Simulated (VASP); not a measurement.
Band structure of TiB (space group F-43m). All values below come from r2SCAN meta-GGA, VASP's PBE PAW potentials (set 64) (plane waves; VASP 6.6.1).

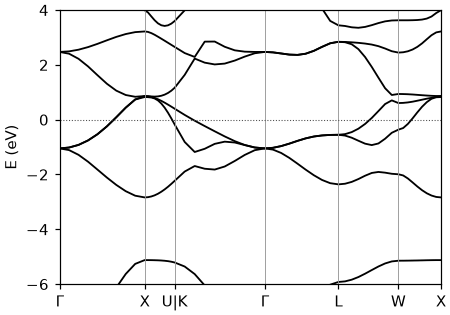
Figure. Bands along high-symmetry lines, zero at the valence-band maximum or, without a gap, the Fermi level

Read the plot: is there a gap, and where are the band edges?

It has no gap at this level: it comes out as a metal or semimetal.

The structure comes from a measured TiB entry (F-43m) of the Crystallography Open Database, whose conditions weren't checked. It was relaxed first, which changed the volume by +64 %. The electron count is odd and the run is not spin-polarised, which forces a metal.
